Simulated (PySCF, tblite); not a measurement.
# C7H12BFS: geometry, infrared bands and NMR shifts

Wanted: the infrared bands and NMR shifts of C7H12BFS (`C=CBS[C@](C)(F)C1CC1`), by calculation.

Programs: tblite 0.8.0 and PySCF 2.14.0, with density-fitted response routines of our own. Each step states its level of theory. These are calculated values for one molecule in the gas phase, unless marked as measured. Atoms count from 0, in the outputs and in this text.

### 1 The starting structure

22 atoms, charge 0, multiplicity 1; geometry from: force field or distance geometry start.

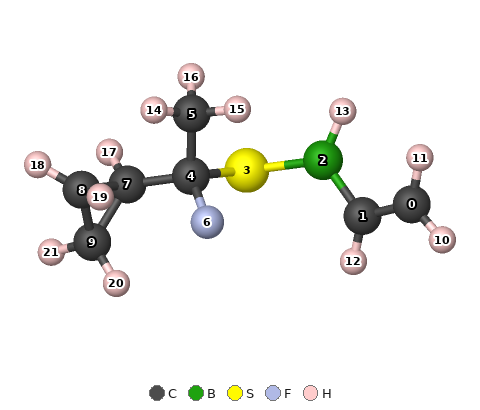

The starting geometry (carbon dark grey, boron green, sulfur yellow, fluorine light blue, hydrogen pink), atoms numbered.

### 2 Relaxing the molecule with GFN2-xTB

Job settings and geometry (Å):

```
{"job": {"kind": "relax", "xc": "GFN2-xTB", "basis": "xTB"}, "charge": 0, "multiplicity": 1}
C      4.301200    -0.348800    -0.309100
C      3.196800     0.331100    -0.686700
B      2.267300     0.807200     0.460400
S      0.562400     1.547800     0.086200
C     -0.601500     0.139600     0.086800
C     -0.608400    -0.364500     1.526000
F     -0.168400    -0.790100    -0.816600
C     -2.013400     0.553700    -0.205400
C     -2.968300    -0.655900    -0.214300
C     -2.731500     0.155800    -1.460600
H      5.017600    -0.732600    -1.024300
H      4.456000    -0.517800     0.752400
H      3.019700     0.505100    -1.723200
H      2.670200     0.771300     1.562700
H     -1.407100    -1.098900     1.660300
H      0.414000    -0.780900     1.706900
H     -0.682100     0.485900     2.244800
H     -2.468300     1.379700     0.395000
H     -3.957500    -0.548900     0.293200
H     -2.506400    -1.658900    -0.239500
H     -2.151800    -0.267800    -2.308800
H     -3.650900     0.721900    -1.787000
```

The run is started by

```console
$ OMP_NUM_THREADS=1 python probes_run.py task.json out
```

One launch serves the whole session: the jobs run in the order shown.

**Question.** This job is followed by: GFN2-xTB harmonic vibrations, gas phase; GIAO PBE0/pcSseg-1 NMR shielding, non-relativistic, gas phase. Predict these results of the whole session: strongest single infrared mode (GFN2-xTB); zero-point energy (GFN2-xTB); 13C shifts against TMS (PBE0/pcSseg-1); 1H shifts against TMS (PBE0/pcSseg-1, means over atoms taken as alike); 11B shifts against BF3·OEt2 (PBE0/pcSseg-1); 33S shifts against CS2 (PBE0/pcSseg-1); 19F shifts against CFCl3 (PBE0/pcSseg-1); surface potential, least and greatest.

As calculated:

| quantity | value |
| --- | --- |
| strongest single infrared mode (GFN2-xTB) | 1071 cm⁻¹, 128 km/mol |
| zero-point energy (GFN2-xTB) | 108.8 kcal/mol |
| 13C shifts against TMS (PBE0/pcSseg-1) | 151.8, 148.0, 110.4, 34.3, 24.4, 5.6, 4.8 ppm |
| 1H shifts against TMS (PBE0/pcSseg-1, means over atoms taken as alike) | 7.25, 7.00, 6.72, 6.50, 1.89, 1.16, 0.89, 0.75, 0.67, 0.64 ppm |
| 11B shifts against BF3·OEt2 (PBE0/pcSseg-1) | 59.3 ppm |
| 33S shifts against CS2 (PBE0/pcSseg-1) | 248 ppm |
| 19F shifts against CFCl3 (PBE0/pcSseg-1) | -173.6 ppm |
| surface potential, least and greatest | -0.90 V and 0.84 V |

Over 162 steps the energy fell by 1.285 eV; of the close pairs, B2–S3 changed most, 1.896 to 1.770 Å. No mode is imaginary among the 60: a minimum at this level. Unscaled tight-binding wavenumbers are off by several per cent, some by more. Its intensities can rank the bands wrongly. The most deshielded carbon is C0 (terminal =CH2 carbon), at 151.8 ppm: the olefinic region. At PBE0/pcSseg-1: The widest tensor belongs to S3: span 319 ppm, with a paramagnetic part of -807 ppm. By nearest atom (PBE0/pcSseg-1), the HOMO sits on S3 54 %; C0 16 % and the LUMO on B2 33 %; C0 23 %.
